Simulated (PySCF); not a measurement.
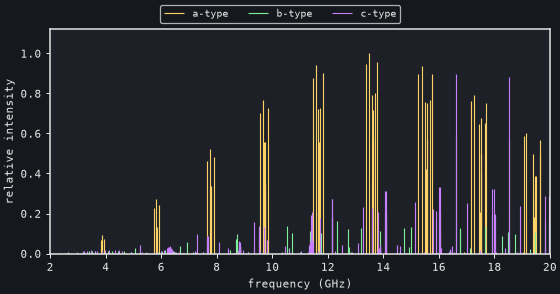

C₄H₁₂O₂Si₂, SMILES [SiH3]C[SiH]1OCCCO1. Simulated rotational absorption lines between 2 and 20 GHz at 1.5 K: rigid rotor with the equilibrium constants and dipole of one optimised conformer (PBE0-D3(BJ)/def2-SVP, PySCF), commonest isotopes; no centrifugal distortion, hyperfine structure, internal rotation or nuclear-spin weights; lines within 1 MHz of each other are summed. Lines of different type are drawn apart.

### What are the rotational constants, and what kind of rotor is it?

Rotational constants A, B, C = 2.232, 1.001, 0.9412 GHz; Ray's κ = −0.91, a near-prolate asymmetric top.

### Which dipole components drive the lines?

|μa|, |μb|, |μc| = 0.96, 0.47, 0.57 D; a-type lines carry 68 % of the intensity in this range.

Caveats: coarse grid, loose stop and no frequency check, small forces are noise and the end may be a saddle.
